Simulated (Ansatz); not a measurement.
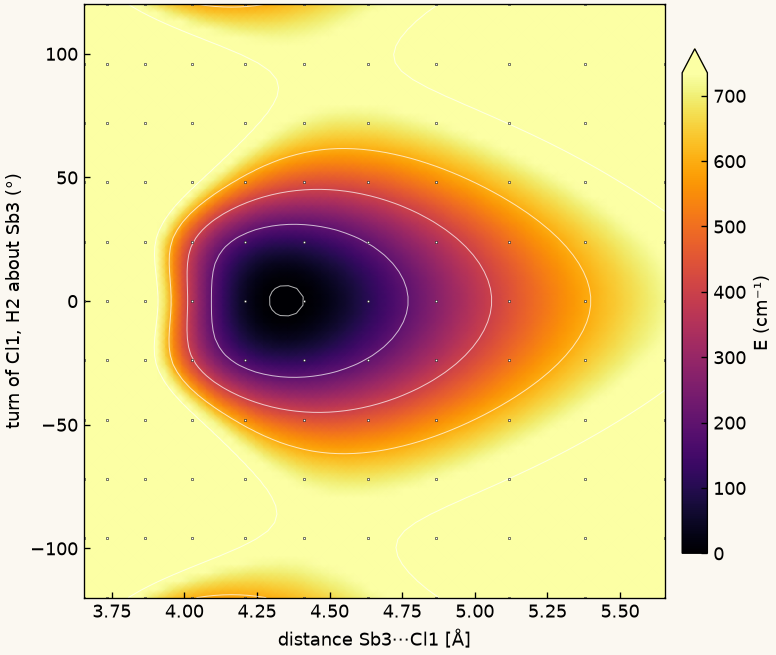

The pair ClH···H₃Sb. The turn is about an axis along (0.38, −0.91, 0.17) in the frame of the relaxed pair, normal to the line between the partners. The first coordinate is: distance Sb3···Cl1; the second: turn of Cl1, H2 about Sb3. The scan uses an 11 × 11 grid. Points are written as (first, second). Energies: cm⁻¹, counted from the lowest grid point. These are results of RKS PBE-D4/def2-SVPD (Ansatz 0.2.0), not measurements.

In the figure: a smooth colour map with a few white contour lines, dots at the grid points, one colour for all values above the top of the scale. Between grid points the surface is interpolated.

**Estimate the position of the minimum and the force constants in these coordinates.**

The interpolated minimum is at distance Sb3···Cl1 ≈ 4.349 Å, turn of Cl1, H2 about Sb3 ≈ 0°. The curvatures there are about 0.54 eV/Å² and 0.16 eV/rad², with a cross term of about 0 eV/(Å·rad). Round the minimum the two coordinates are nearly uncoupled. (1 eV is 8066 cm⁻¹.)
